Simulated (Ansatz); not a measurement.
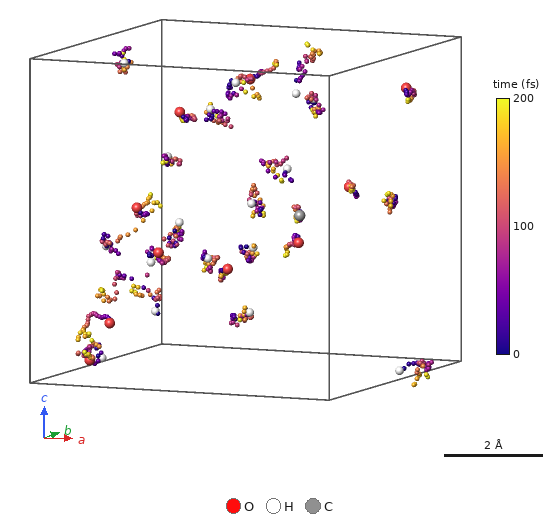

First-principles dynamics of a periodic cell with 8 H2O + 1 HCOOH at 1.042 g/cm³, 200 fs long. It starts from the last geometry of an earlier run, with fresh velocities. Dots mark each atom's position at evenly spaced times, coloured by time; spheres stand at the starting positions. Seen slightly off an axis in the simulation cell.

Level of theory: DFT PBE-D3(BJ), scalar-relativistic, plane waves, PAW (Ansatz 0.2.0). Run with plane-wave cutoff 420 eV; k-point mesh 1 × 1 × 1; Fermi-Dirac smearing 0.02 eV; low-accuracy preset; Langevin thermostat (NVT); set temperature 350 K; time step 0.5 fs; friction 0.05 per fs.

The input:
```yaml
accuracy: low
crystal:
  lattice:
    - [6.71657, 0.0, 0.0]
    - [0.0, 6.71657, 0.0]
    - [0.0, 0.0, 6.71657]
  atoms:
    - { symbol: O, position: [0.41880155, 0.02412582, 0.42153292] }
    - { symbol: H, position: [0.34207861, 0.14150476, 0.37310923] }
    - { symbol: H, position: [0.56212201, 0.07383519, 0.40520084] }
    - { symbol: O, position: [0.46732725, 0.60921137, 0.8888701] }
    - { symbol: H, position: [0.59751042, 0.66217702, 0.84460361] }
    - { symbol: H, position: [0.48393667, 0.46247837, 0.89613058] }
    - { symbol: O, position: [1.00569074, 0.59194582, 0.11373519] }
    - { symbol: H, position: [1.12824354, 0.66007277, 0.14909643] }
    - { symbol: H, position: [0.94107035, 0.66673715, 0.00781456] }
    - { symbol: O, position: [0.81737806, 0.99862912, 0.83308289] }
    - { symbol: H, position: [0.924284, 1.05472985, 0.91849149] }
    - { symbol: H, position: [0.83748144, 1.05097284, 0.69855354] }
    - { symbol: O, position: [0.18273853, 0.3964697, 0.50241478] }
    - { symbol: H, position: [0.2804395, 0.49694932, 0.45025628] }
    - { symbol: H, position: [0.10355193, 0.34295301, 0.38684513] }
    - { symbol: O, position: [0.12548735, 0.1678697, 0.0571913] }
    - { symbol: H, position: [0.10246049, 0.31503582, 0.04503633] }
    - { symbol: H, position: [0.2508321, 0.14614438, -0.01779036] }
    - { symbol: O, position: [0.36366268, 0.67392352, 0.28960446] }
    - { symbol: H, position: [0.38604877, 0.81691472, 0.34009039] }
    - { symbol: H, position: [0.4465828, 0.65329865, 0.16258253] }
    - { symbol: O, position: [0.4293556, 0.16182797, 0.83886123] }
    - { symbol: H, position: [0.39032226, 0.1577654, 0.70027294] }
    - { symbol: H, position: [0.55656537, 0.10560361, 0.86172631] }
    - { symbol: O, position: [0.83132918, 0.53342183, 0.58452146] }
    - { symbol: C, position: [0.73472857, 0.37814293, 0.50983562] }
    - { symbol: O, position: [0.80167631, 0.21780169, 0.44885342] }
    - { symbol: H, position: [0.98411769, 0.5025485, 0.56071013] }
    - { symbol: H, position: [0.57292095, 0.37969472, 0.53821383] }
basis:
  ecutwfc: 420.0
kpoints:
  mp_grid: { grid: [1, 1, 1] }
hamiltonian:
  xc: pbe
  dispersion: d3bj
scf:
  occupations: { method: fermi_dirac, width: 0.02 }
  lower_state_search: "off"
md:
  timestep: 0.5
  n_steps: 400
  ensemble: nvt_langevin
  temperature: 350.0
  initial_velocities: maxwell_boltzmann
  seed: 738303
  friction: 0.05
```

Command:
```bash
ansatz run input.yaml --threads 1 --pin off --max-ram 3072MiB --backend cpu --events-out ev --progress --plain --runs-dir out
```

> What do the traces tell about the motion?

In the second half of the run the atoms are, in the root-mean-square, this far from where they began (common drift taken out): H 0.65 Å, O 0.38 Å, C 0.24 Å. The heavy atoms stay within a fraction of a molecule's size of their starting places, while the hydrogen atoms travel further, as molecules turn; so short a run doesn't tell a liquid from a solid.

Limits of the set-up: the program's low-accuracy preset was used; the periodic images lie only 6.7 Å apart, so the values are limited by the cell's size.
